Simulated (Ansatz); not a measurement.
# Ligand exchange: IBr + InH(CH3)Cl → ICl + InH(CH3)Br

Species: IBr, singlet; InH(CH3)Cl, singlet; ICl (iodine monochloride), singlet; InH(CH3)Br, singlet. The partners trade Br for Cl: I–Br and In–Cl bonds give way to I–Cl and In–Br.

Shapes, held fixed at every level: PBE0-D4/def2-TZVP. Programs: Ansatz 0.2.0. The zero-point and thermal change to 298 K, harmonic and unscaled (PBE0-D4/def2-TZVP), is 0.0 kJ/mol.

| level | kind | ΔH(298 K) (kJ/mol) | less CCSD(T)/def2-TZVPP |
| --- | --- | --- | --- |
| r2SCAN-D4/def2-TZVPP | meta-GGA | +17.4 | +1.6 |
| r2SCAN0-D4/def2-TZVPP | global hybrid | +17.4 | +1.6 |
| wB97X-V/def2-TZVPP | range-separated hybrid | +16.7 | +0.9 |
| B2PLYP/def2-TZVPP | double hybrid | +17.0 | +1.2 |
| MP2/def2-SVP | perturbation theory | +22.8 | +7.0 |
| CCSD(T)/def2-SVP | coupled cluster or CI | +22.1 | +6.3 |
| CCSD/def2-TZVPP | coupled cluster or CI | +16.0 | +0.2 |
| CCSD(T)/def2-TZVPP | coupled cluster or CI | +15.8 | 0.0 |

The highest level, CCSD(T)/def2-TZVPP, gives ΔH(298 K) = +15.8 kJ/mol; the levels span +15.8 to +22.8. The column of differences is taken from that level and isn't an error. No measured value is set beside it here. For atoms past krypton def2 sets carry core potentials with scalar relativity. Relativity is left out for Br. Outer-core shells of Br, I, In are correlated, in sets that cover them unevenly.

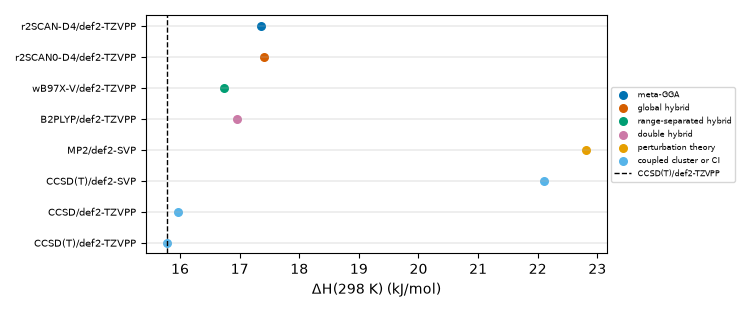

The values of the table, level by level.
